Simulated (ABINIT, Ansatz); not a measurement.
# KBr (Fm-3m): third-order response, part 2 of 2

Which lines does KBr (Fm-3m) show in Raman and infrared spectra?

ABINIT 10.8.3; DFT LDA, scalar-relativistic, plane waves, PseudoDojo norm-conserving pseudopotentials.

So far. Step 5 (Linear response at Γ): The acoustic modes at Γ come out as far as 0.4 cm⁻¹ from zero, where they should vanish, a small numerical error; the Born charges miss their sum rule by 3.8e-4 e, which is good. The relaxed cell has a = 6.370 Å (conventional setting).

### Step 6. Zone-centre analysis

anaddb reads the merged derivatives, imposes the acoustic sum rule and charge neutrality, and adds the LO-TO term along chosen directions.

anaddb.abi

```
ddb_filepath "gamma_DDB"
output_file "anaddb.abo"
outdata_prefix "anaddb"
asr 1
chneut 1
enunit 2
eivec 1
nph1l 1
qph1l 0.0 0.0 0.0 1.0
dieflag 1
nph2l 3
qph2l 
    1.0 0.0 0.0 0.0
    0.0 0.0 1.0 0.0
    1.0 1.0 1.0 0.0
nlflag 1
ramansr 1
alphon 1
prtmbm 1
```

mrgddb.in

```
gamma_DDB
merged
3
dfpt_gammao_DS2_DDB
dfpt_gammao_DS3_DDB
gso_DDB
```

Started as:

```console
mrgddb < mrgddb.in > mrgddb.log
OMP_NUM_THREADS=1 anaddb anaddb.abi > anaddb.log
```

anaddb.abo, the main output file:

```text
[banners, grids, parts of the stress and lines that vanish by symmetry left out]
-outvars_anaddb: echo values of input variables ----------------------

 Flags :
[...]
Dielectric Tensor and Effective Charges
[...]
Effective charge tensors after
[...]
1          1       -0.000000000       -0.000000000       -0.000000000
[...]
1          2       -0.000000000       -0.000000000       -0.000000000
[...]
1          3       -0.000000000       -0.000000000       -0.000000000
[...]
2          1       -0.000000000       -0.000000000       -0.000000000
[...]
2          2       -0.000000000       -0.000000000       -0.000000000
[...]
2          3       -0.000000000       -0.000000000       -0.000000000
[...]
Phonon wavevector (reduced coordinates) :  0.00000  0.00000  0.00000
 Phonon energies in Hartree :
[...]
Phonon energies in meV     :
-  0.000000E+00  0.000000E+00  0.000000E+00  1.612252E+01  1.612252E+01
-  1.612252E+01
 Phonon frequencies in cm-1    :
-  0.000000E+00  0.000000E+00  0.000000E+00  1.300369E+02  1.300369E+02
-  1.300369E+02
 Phonon frequencies in Thz     :
-  0.000000E+00  0.000000E+00  0.000000E+00  3.898409E+00  3.898409E+00
-  3.898409E+00
 Phonon energies in Kelvin  :
-  0.000000E+00  0.000000E+00  0.000000E+00  1.870941E+02  1.870941E+02
-  1.870941E+02
[...]
-  1  0.00000000E+00  0.00000000E+00 -2.14704983E-03
-     0.00000000E+00  0.00000000E+00  0.00000000E+00
-  2  0.00000000E+00  0.00000000E+00 -2.14705091E-03
-     0.00000000E+00  0.00000000E+00  0.00000000E+00
[...]
-  1  0.00000000E+00 -2.14704983E-03  0.00000000E+00
-     0.00000000E+00  0.00000000E+00  0.00000000E+00
-  2  0.00000000E+00 -2.14705091E-03  0.00000000E+00
-     0.00000000E+00  0.00000000E+00  0.00000000E+00
[...]
-  1  2.14704984E-03  0.00000000E+00  0.00000000E+00
-     0.00000000E+00  0.00000000E+00  0.00000000E+00
-  2  2.14705091E-03  0.00000000E+00  0.00000000E+00
-     0.00000000E+00  0.00000000E+00  0.00000000E+00
[...]
-  1  0.00000000E+00  2.05014753E-07  3.06935884E-03
-     0.00000000E+00  0.00000000E+00  0.00000000E+00
-  2  0.00000000E+00 -1.00316934E-07 -1.50188542E-03
-     0.00000000E+00  0.00000000E+00  0.00000000E+00
[...]
-  1  0.00000000E+00  3.06935884E-03 -2.05014772E-07
-     0.00000000E+00  0.00000000E+00  0.00000000E+00
-  2  0.00000000E+00 -1.50188542E-03  1.00316943E-07
-     0.00000000E+00  0.00000000E+00  0.00000000E+00
[...]
-  1  3.06935885E-03  0.00000000E+00  0.00000000E+00
-     0.00000000E+00  0.00000000E+00  0.00000000E+00
-  2 -1.50188542E-03  0.00000000E+00  0.00000000E+00
-     0.00000000E+00  0.00000000E+00  0.00000000E+00
[...]
-     1          0.000000    -0.000000     0.000000     0.000000
-     2          0.000000     0.000000     0.000000     0.000000
-     3         -0.000000    -0.000000    -0.000000     0.000000
-     4          0.000000     0.000000     1.474015     1.474015
-     5          0.000000     1.474015     0.000000     1.474015
-     6          1.474015     0.000000    -0.000000     1.474015
[...]
-   1     Real    0.0000E+00  0.0000E+00  0.0000E+00  0.0000E+00  0.0000E+00  0.0000E+00  0.0000E+00
[...]
-   2     Real    0.0000E+00  0.0000E+00  0.0000E+00  0.0000E+00  0.0000E+00  0.0000E+00  0.0000E+00
[...]
-   3     Real    0.0000E+00  0.0000E+00  0.0000E+00  0.0000E+00  0.0000E+00  0.0000E+00  0.0000E+00
[...]
-   4     Real    0.0000E+00  0.0000E+00  2.5370E-05  0.0000E+00  0.0000E+00  0.0000E+00  2.5370E-05
[...]
-   5     Real    0.0000E+00  2.5370E-05  0.0000E+00  0.0000E+00  0.0000E+00  0.0000E+00  2.5370E-05
[...]
-   6     Real    2.5370E-05  0.0000E+00  0.0000E+00  0.0000E+00  0.0000E+00  0.0000E+00  2.5370E-05
[...]
-         0.000000000       0.000000000       0.000000000
-         0.000000000       0.000000000       0.000000000
[...]
Phonon at Gamma, with non-analyticity in the
[...]
Phonon energies in Hartree :
[...]
Phonon energies in meV     :
-  0.000000E+00  0.000000E+00  0.000000E+00  1.612252E+01  1.612252E+01
-  2.135721E+01
 Phonon frequencies in cm-1    :
-  0.000000E+00  0.000000E+00  0.000000E+00  1.300369E+02  1.300369E+02
-  1.722575E+02
 Phonon frequencies in Thz     :
-  0.000000E+00  0.000000E+00  0.000000E+00  3.898409E+00  3.898409E+00
-  5.164150E+00
 Phonon energies in Kelvin  :
-  0.000000E+00  0.000000E+00  0.000000E+00  1.870941E+02  1.870941E+02
-  2.478401E+02
[...]
-  1  0.00000000E+00  0.00000000E+00 -2.14704983E-03
[...]
-  2  0.00000000E+00  0.00000000E+00 -2.14705091E-03
[...]
Phonon at Gamma, with non-analyticity in the
[...]
Phonon energies in Hartree :
[...]
Phonon energies in meV     :
-  0.000000E+00  0.000000E+00  0.000000E+00  1.612252E+01  1.612252E+01
-  2.135721E+01
 Phonon frequencies in cm-1    :
-  0.000000E+00  0.000000E+00  0.000000E+00  1.300369E+02  1.300369E+02
-  1.722575E+02
 Phonon frequencies in Thz     :
-  0.000000E+00  0.000000E+00  0.000000E+00  3.898409E+00  3.898409E+00
-  5.164150E+00
 Phonon energies in Kelvin  :
-  0.000000E+00  0.000000E+00  0.000000E+00  1.870941E+02  1.870941E+02
-  2.478401E+02
[...]
Phonon at Gamma, with non-analyticity in the
[...]
Phonon energies in Hartree :
[...]
Phonon energies in meV     :
-  0.000000E+00  0.000000E+00  0.000000E+00  1.612252E+01  1.612252E+01
-  2.135721E+01
 Phonon frequencies in cm-1    :
-  0.000000E+00  0.000000E+00  0.000000E+00  1.300369E+02  1.300369E+02
-  1.722575E+02
 Phonon frequencies in Thz     :
-  0.000000E+00  0.000000E+00  0.000000E+00  3.898409E+00  3.898409E+00
-  5.164150E+00
 Phonon energies in Kelvin  :
-  0.000000E+00  0.000000E+00  0.000000E+00  1.870941E+02  1.870941E+02
-  2.478401E+02
[...]
-  1  1.10257097E-06 -2.14704704E-03 -3.35069350E-06
[...]
-  2  1.10272634E-06 -2.14704797E-03 -3.35054037E-06
[...]
-  1  2.14704950E-03  1.10148480E-06  8.30139080E-07
[...]
-  2  2.14705042E-03  1.10133056E-06  8.29984707E-07
[...]
-  1  3.39037241E-04  1.98089348E-03 -2.31993072E-03
[...]
-  2 -1.65896239E-04 -9.69282245E-04  1.13517848E-03
[...]
-  1  2.48308201E-03 -1.53515587E-03 -9.47926139E-04
[...]
-  2 -1.21501097E-03  7.51175841E-04  4.63835127E-04
[...]
-         0.000000000       0.000000000       0.000000000
-         0.000000000       0.000000000       0.000000000
[...]
-         0.000000000       0.000000000       0.000000000
-         0.000000000       0.000000000       0.000000000
-         0.000000000       0.000000000       0.000000000
[...]
-         0.000000000       0.000000000       0.000000000
-         0.000000000       0.000000000       0.000000000
-         0.000000000       0.000000000       0.000000000
[...]
Direction                     Dielectric constant
[...]
0.00000   0.00000   1.00000      4.84161281
   1.00000   1.00000   1.00000      4.84161281
-
```

It took 1.4 s on 1 thread of Intel Xeon at 2.70GHz, shared host.

Read from the output:

| Item | Value |
| --- | --- |
| mean static dielectric constant | 4.842 |
| highest mode moved by the LO-TO term | 172.3 cm⁻¹ |

No LO-TO term; unit eigenvectors of the mass-weighted matrix, from anaddb's displacements. Modes at Γ, with each element's share of the kinetic energy:

| mode | frequency (cm⁻¹) | symmetry | K % | Br % |
| --- | --- | --- | --- | --- |
| 1 | 0.0 | acoustic | 33 | 67 |
| 2 | 0.0 | acoustic | 33 | 67 |
| 3 | 0.0 | acoustic | 33 | 67 |
| 4 | 130.0 | T1u | 67 | 33 |
| 5 | 130.0 | T1u | 67 | 33 |
| 6 | 130.0 | T1u | 67 | 33 |

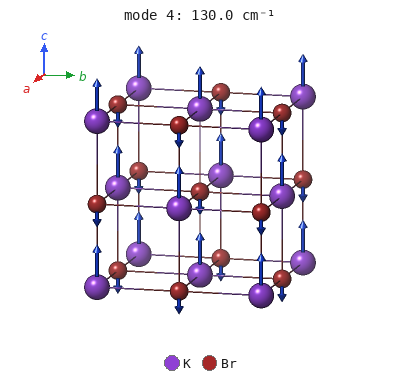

Displacement patterns of mode 4 at Γ; arrows are exaggerated. Some periodic images of atoms are drawn too.

Trace of the oscillator strength, degenerate modes summed. Lines of the infrared spectrum (strongest = 100):

| position (cm⁻¹) | lines merged | IR intensity, relative |
| --- | --- | --- |
| 130 | 3 | 100 |

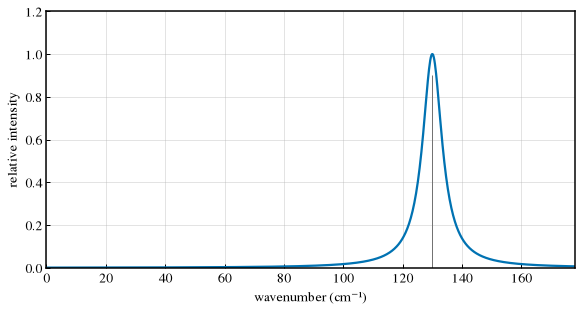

The infrared spectrum, broadened with Lorentzians of width 8 cm⁻¹; bars mark the lines.

Static dielectric tensor (ions relaxed, fixed cell):

```
4.84 0.00 0.00
0.00 4.84 0.00
0.00 0.00 4.84
```

The rule moves no optical mode by more than 0.1 cm⁻¹.

### Step 7. A second program

The same cell, potentials and cutoff go through another code, on another k mesh. Its k mesh is centred on Γ.

This step: DFT LDA, scalar-relativistic, plane waves, PseudoDojo norm-conserving pseudopotentials (Ansatz 0.2.0).

input.yaml

```yaml
crystal:
  lattice:
    - [0.0, 3.1850567284, 3.1850567284]
    - [3.1850567284, 0.0, 3.1850567284]
    - [3.1850567284, 3.1850567284, 0.0]
  atoms:
    - { symbol: K, position: [0.0, 0.0, 0.0] }
    - { symbol: Br, position: [0.5, 0.5, 0.5] }
kpoints:
  mp_grid: { grid: [6, 6, 6] }
hamiltonian:
  xc: lda
  pseudopotentials: { kind: nc, accuracy: standard }
scf:
  occupations: { method: fixed }
output:
  eigenvalues: true
basis:
  ecutwfc: 870.764
phonons:
  method: dfpt
  dielectric: true
  rigid_motions: translations
  raman: true
```

Started as:

```console
ansatz run input.yaml --threads 4 --pin off --max-ram 8192MiB --backend cpu --events-out ev --progress --plain --runs-dir out
```

What it wrote:

```text
Warning: basis.ecutwfc = 870.764 eV is below the records' recommended 979.609905 eV, and the density's cutoff is lower with it unless basis.ecutrho_ratio is high enough to keep the records' density cutoff: compare with a run at a higher cutoff
Engine: ansatz 0.2.0, x86_64-unknown-linux-gnu
Pseudopotentials: kind: nc
Pseudopotential: K, nc, valence charge 9, recommended cutoff 979.609905 eV (normal), K.nc.azcp (PseudoDojo's, or run here from an input of PseudoDojo's; its table is named by hamiltonian.pseudopotentials.accuracy)
Pseudopotential: Br, nc, valence charge 7, recommended cutoff 598.650497 eV (normal), Br.nc.azcp (PseudoDojo's, or run here from an input of PseudoDojo's; its table is named by hamiltonian.pseudopotentials.accuracy)
Functional definition: SPW92
  exchange = slater_x
  correlation = pw_c
Crystal: 2 atoms, lattice volume = 64.622 Å³
Basis set: ecut = 870.764 eV, 3719 PW (Γ), exchange–correlation on 90×90×90 points (8 copies of the dense FFT grid, shifted against one another)
Bands: 12, of which v1, the nominal top of the filled ones, is band 8 counted from 1 (7 counted from 0)
Symmetry: 48 space group operations
k-points: 30 of 216 (irreducible under 8 space group operations, time reversal used)
Non-local potential: K, projectors of the file, l = 0: 2, l = 1: 2, l = 2: 2
Non-local potential: Br, projectors of the file, l = 0: 2, l = 1: 2, l = 2: 2
Initial density: superposition of atomic densities (chi_scale 0.1, normalization cell, long waves kept (reshape's long-wave potential 0.00 eV rms))
Initial wavefunctions: pseudopotential atomic-orbital guess
Functional: x = slater, c = lda
SCF iter   1: F=—  HF=-1247.904222 eV  |F-HF|=—  |Δ(HF+E_count)|=         —  Δρ=3.86e-2  dr2=1.57e0  ethr=3.10e-3  ⟨swp⟩=6.5  Hψ=2365  notcnv=0  defer=60
preconditioner: auto → none  [insulator: Δε(μ)=3.460 eV  Ē_g=14.761 eV  n_scr=14 (ndim 8)  ℏωp=17.3 eV  f_vac=0.000  ε∞_Penn≈2.4]
SCF iter   2: F=—  HF=-1247.206417 eV  |F-HF|=—  |Δ(HF+E_count)|=   6.98e-1  Δρ=8.56e-3  dr2=6.86e-2  ethr=3.10e-3  ⟨swp⟩=3.9  Hψ=1110  notcnv=0  defer=56
SCF iter   3: F=—  HF=-1247.187333 eV  |F-HF|=—  |Δ(HF+E_count)|=   1.91e-2  Δρ=3.78e-3  dr2=8.65e-3  ethr=4.29e-4  ⟨swp⟩=3.2  Hψ=591  notcnv=0  defer=60
SCF iter   4: F=—  HF=-1247.186031 eV  |F-HF|=—  |Δ(HF+E_count)|=   1.30e-3  Δρ=9.84e-4  dr2=9.60e-4  ethr=5.41e-5  ⟨swp⟩=3.0  Hψ=459  notcnv=0  defer=58
SCF iter   5: F=—  HF=-1247.185927 eV  |F-HF|=—  |Δ(HF+E_count)|=   1.04e-4  Δρ=1.14e-4  dr2=1.12e-5  ethr=6.00e-6  ⟨swp⟩=3.9  Hψ=664  notcnv=0  defer=58
SCF iter   6: F=—  HF=-1247.185929 eV  |F-HF|=—  |Δ(HF+E_count)|=   2.68e-6  Δρ=1.63e-5  dr2=2.37e-7  ethr=7.01e-8  ⟨swp⟩=2.5  Hψ=565  notcnv=0  defer=58
SCF iter   7: F=—  HF=-1247.185964 eV  |F-HF|=—  |Δ(HF+E_count)|=   3.50e-5  Δρ=1.50e-6  dr2=8.73e-10  ethr=1.48e-9  ⟨swp⟩=2.2  Hψ=598  notcnv=0  defer=52
SCF iter   8: F=-1247.185964 eV  HF=-1247.185964 eV  |F-HF|=2.75e-11  |Δ(HF+E_count)|=   1.17e-9  Δρ=2.61e-7  dr2=3.51e-11  ethr=1.00e-12  ⟨swp⟩=14.7  Hψ=3664  notcnv=0
SCF 1 converged in 8 iterations: F = -1247.185964 eV  dr2 = 3.51e-11
NSCF: frozen V_eff on 2 k-points
DFPT response loops at Γ: preconditioner auto → none (the input reference at scf.mixing.eps_inf says where Resta's filter doesn't serve); β = 0.50; Broyden in place of MSR1
── the response to a field inside a basis, on 8×8×8 k-points: an SCF that follows is theirs, and a resumed run solves both again ──
Bands: 9, of which v1, the nominal top of the filled ones, is band 8 counted from 1 (7 counted from 0)
k-points: 60 of 512 (irreducible under 12 space group operations)
Initial density: handed on by an earlier stage of this run
Initial wavefunctions: pseudopotential atomic-orbital guess (no wavefunctions were taken with the density)
Eigensolver: Dense (60 Hₖ)
SCF iter   1: F=—  HF=-1247.185148 eV  |F-HF|=—  |Δ(HF+E_count)|=         —  Δρ=1.65e-4  dr2=1.46e-6  ethr=1.00e-1
preconditioner: auto → none  [insulator: Δε(μ)=4.467 eV  Ē_g=13.067 eV  n_scr=14 (ndim 8)  ℏωp=17.3 eV  f_vac=0.030  ε∞_Penn≈2.7]
SCF iter   2: F=—  HF=-1247.185149 eV  |F-HF|=—  |Δ(HF+E_count)|=   1.02e-6  Δρ=8.25e-5  dr2=3.56e-7  ethr=9.13e-9
SCF iter   3: F=—  HF=-1247.185149 eV  |F-HF|=—  |Δ(HF+E_count)|=   3.66e-7  Δρ=3.27e-6  dr2=7.15e-9  ethr=2.23e-9
SCF iter   4: F=-1247.185149 eV  HF=-1247.185149 eV  |F-HF|=2.41e-11  |Δ(HF+E_count)|=   2.38e-9  Δρ=2.97e-7  dr2=5.05e-11  ethr=4.47e-11
SCF 1 converged in 4 iterations: F = -1247.185149 eV  dr2 = 5.05e-11
DFPT response loops at Γ: mixed as the last ones told, above
DFPT response loops at Γ: mixed as the last ones told, above
SCF converged after 8 iterations
Free energy (F): -1247.185964 eV
Harris-Foulkes:  -1247.185964 eV  (|F-HF|=2.75e-11)
Internal energy: -1247.185964 eV  (E = F + TS)
E sigma→0 (E₀):  -1247.185964 eV
Fermi energy:    1.613171 eV
--- Per-component energies (eV) ---
  E_band       = -123.145641
  E_kinetic    = 400.239856
  E_local      = -932.270833  (includes V_loc(G=0)·N_el)
  E_nonlocal   = 179.553622
  E_hartree    = 245.376142
  E_xc         = -311.228779
  E_vxc        = -261.420430  (∫ρ·V_xc dr)
  E_ewald      = -828.855972
  E_smearing   = -0.000000  (= −TS)
  E_closure    = -0.000000  (closes the sum)
  Σ components = -1247.185964   (vs F -1247.185964, Δ=0.00e0)
--- Band table (eV; the first three rows and the last of 30) ---
  k-point 0: bands = [... 4 lower, -9.3284, 1.6132, 1.6132, 1.6132, 5.9376, 8.9676, 8.9676, 8.9676]
  k-point 1: bands = [... 4 lower, -9.2508, 1.1401, 1.4905, 1.4905, 6.6876, 8.8351, 9.3304, 9.3304]
  k-point 2: bands = [... 4 lower, -9.1060, 0.4266, 1.2646, 1.2646, 7.7630, 9.3004, 10.3016, 10.3016]
  k-point 29: bands = [... 4 lower, -9.2593, 0.7681, 1.0067, 1.0737, 7.8907, 9.6605, 9.8750, 11.0070]
--- Phonons (Γ-DFPT): 2 representative perturbations + reference, on 30 of 216 k-points (Σ response iterations 7) ---
  k mesh reduced under 8 symmetry operations, with k and −k counted as one. Each operation leaves every solved perturbation unchanged. A smaller set is not considered because the run solves the response to a homogeneous field
  ASR residual: 1.029e-3 → 0.000e0 eV/Å²; symmetrization residual: 3.210e-6 eV/Å²
  ASR residual per site (eV/Å²): 1.03e-3 4.89e-5
  Γ frequencies (cm⁻¹): 0.00 0.00 0.00 130.03 130.03 130.03
  ε∞ (high-frequency dielectric tensor):
        2.760505    -0.000000     0.000000
       -0.000000     2.760505     0.000000
        0.000000     0.000000     2.760505
  ε⁰ (static dielectric tensor: ions relaxed, cell fixed):
        4.844733     0.000000     0.000000
        0.000000     4.844733    -0.000000
        0.000000    -0.000000     4.844733
  ε⁰ − ε∞ (ionic part):
        2.084228     0.000000     0.000000
        0.000000     2.084228    -0.000000
        0.000000    -0.000000     2.084228
  softest optical mode at Γ: 130.03 cm⁻¹; the repairs (sum rule, projections) moved no ω² at Γ by more than (2.70 cm⁻¹)²
  Born effective charges Z* (e; rows j = field, columns β = displacement):
    site 0:
         1.10224    0.00000   -0.00000
         0.00000    1.10224    0.00000
         0.00000    0.00000    1.10224
    site 1:
        -1.10224   -0.00000    0.00000
        -0.00000   -1.10224   -0.00000
        -0.00000   -0.00000   -1.10224
  Z* charge neutrality: 2.969e-4 e pre-enforcement
  solved inside a basis spanned on kpoints, on 8×8×8 k-points: ε∞ is read to err by 5.3e-3, Z* by 9.6e-3 e (field_mesh: kpoints solves on kpoints); Z* is corrected for what the basis lacks
  Raman tensors (in the event stream and the table raman_tensors.tsv): an entry may err by 1.6e-3 Å², one of the second-order susceptibility by 1.6e-20 pm/V (basis, points and sum rule); their sum over the sites missed zero by 1.147e-20 Å² ahead of its enforcement
  optical modes at Γ without the LO–TO term, one row a degenerate level:
      ω (cm⁻¹)  modes    IR ((D/Å)²/amu)  static Raman (Å⁴/amu)  depolarisation
        130.03      3             3.2031                 0.0000               —
  optical modes at Γ + LO–TO along q̂ = [1.0000, 0.0000, 0.0000]:
      ω (cm⁻¹)  modes    IR ((D/Å)²/amu)  static Raman (Å⁴/amu)  depolarisation
        130.03      2             2.1354                 0.0000               —
        172.26      1             1.0677                 0.0000               —
  optical modes at Γ + LO–TO along q̂ = [0.0000, 1.0000, 0.0000]:
      ω (cm⁻¹)  modes    IR ((D/Å)²/amu)  static Raman (Å⁴/amu)  depolarisation
        130.03      2             2.1354                 0.0000               —
        172.26      1             1.0677                 0.0000               —
  optical modes at Γ + LO–TO along q̂ = [0.0000, 0.0000, 1.0000]:
      ω (cm⁻¹)  modes    IR ((D/Å)²/amu)  static Raman (Å⁴/amu)  depolarisation
        130.03      2             2.1354                 0.0000               —
        172.26      1             1.0677                 0.0000               —
```

Run time: 82 s. Hardware: 4 threads; peak memory 1.1 GiB.

This step gave:

```yaml
sum_rule_residual_before_enforcement: 0.001029 eV/Å²
miss_of_the_charge_sum_rule: 2.97e-4 e
estimated_error_of_the_dielectric_tensor: 0.005305
estimated_error_of_the_born_charges: 0.009637 e
mean_high_frequency_dielectric_constant: 2.760
mean_static_dielectric_constant: 4.845
```

Transverse modes. Infrared lines, with heights relative to the strongest:

| position (cm⁻¹) | label | IR intensity ((D/Å)²/amu), degenerate modes summed, relative |
| --- | --- | --- |
| 130 | T1u | 100 |

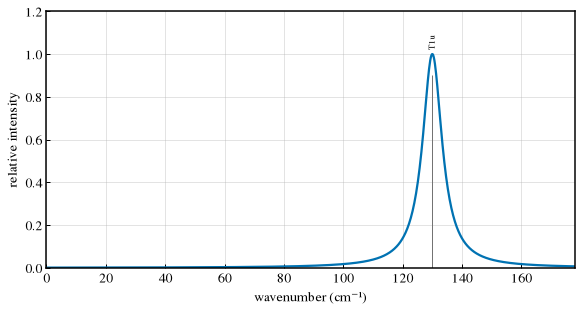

The infrared spectrum, broadened with Lorentzians of width 8 cm⁻¹; bars mark the lines.

### Step 8. Side by side: ABINIT PseudoDojo and Ansatz, PseudoDojo

Worked out from the results:

| Property | Result |
| --- | --- |
| root-mean-square difference | 0.01 cm⁻¹ |
| largest difference | 0.01 cm⁻¹ |

Frequencies side by side, by row:

| q (reciprocal lattice) | mode | ABINIT PseudoDojo (cm⁻¹) | Ansatz, PseudoDojo (cm⁻¹) |
| --- | --- | --- | --- |
| 0 0 0 | 1 | 0 | 0 |
| 0 0 0 | 2 | 0 | 0 |
| 0 0 0 | 3 | 0 | 0 |
| 0 0 0 | 4 | 130 | 130 |
| 0 0 0 | 5 | 130 | 130 |
| 0 0 0 | 6 | 130 | 130 |

The two runs side by side. Further quantities:

| quantity | ABINIT PseudoDojo | Ansatz, PseudoDojo |
| --- | --- | --- |
| mean ε∞ | 2.759 | 2.76 |
| largest Born charge in size (e; the first before, the second after the charge sum rule) | 1.102 | 1.102 |
| summed IR intensity ((D/Å)²/amu) | 3.201 | 3.203 |
| summed Raman activity (Å⁴/amu) | 0 | 0 |

At the zone centre the largest difference (acoustic modes at Γ apart) is 0.008 % of the highest mode.

### Step 9. Outcome

| Quantity | Value |
| --- | --- |
| space group after relaxation | Fm-3m |
| volume per atom | 32.3 Å³ |
| highest optical zone-centre mode (no LO-TO term) | 130.0 cm⁻¹ |
| highest mode moved by the LO-TO term | 172.3 cm⁻¹ |
| mean high-frequency dielectric constant | 2.76 |
| largest Born charge in size (third of the trace) | 1.10 e |
| mean static dielectric constant | 4.84 |
| imaginary optical modes at the zone centre (no q mesh in this session) | none |
| largest difference from Ansatz, PseudoDojo | 0.01 cm⁻¹ |

**Reading.** No mode is Raman active in this structure; the strongest infrared line lies at 130 cm⁻¹. At the LDA level the optical modes of KBr (Fm-3m) at the zone centre (no LO-TO term) lie at 130 cm⁻¹. Along the directions run, the highest mode that the macroscopic field moves lies at 172 cm⁻¹. Lattice motion raises the mean dielectric constant from 2.759 to 4.842. The Born charge of K is 1.102 e against a formal charge of +1, somewhat above it. The Lyddane-Sachs-Teller relation holds: (ωLO/ωTO)² is 1.75 and ε₀/ε∞ is 1.75. ABINIT PseudoDojo and Ansatz, PseudoDojo agree to 0.01 cm⁻¹ (0.008 % of the highest mode compared) on all solved modes but the acoustic ones at Γ, without the LO-TO term. These are harmonic frequencies at zero temperature: anharmonic shifts and linewidths and thermal expansion are left out. Ansatz warns that the cutoff lies 11 % under the one recommended for these files; agreement at one cutoff is not convergence.

[Host names and launcher messages were left out of these logs when they were recorded.]

[Logs are printed without paths, hosts, clocks, repeated set-up lines and the standing remarks that a program may print on its own settings, such as how far it seeks lower states.]

[Hosts, paths, dates, database ids (printed as entryN), source tags and the programs' standing remarks are cut or masked in the printed files.]
